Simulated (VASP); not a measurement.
Band structure of TiB2 (AlB2 type). Calculation: PBE GGA, VASP's PBE PAW potentials (set 64) (plane waves; VASP).

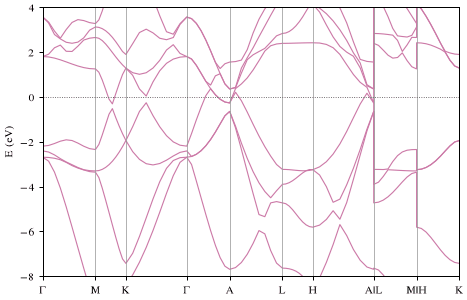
Figure. Bands along high-symmetry lines, zero at the valence-band maximum or, without a gap, the Fermi level

### Question
Read the plot: is there a gap, and where are the band edges?

### Answer
It has no gap at this level: it comes out as a metal or semimetal. (Edges off the drawn lines would not show.)

The compound is TiB2 in the AlB2 type structure. It was relaxed first.
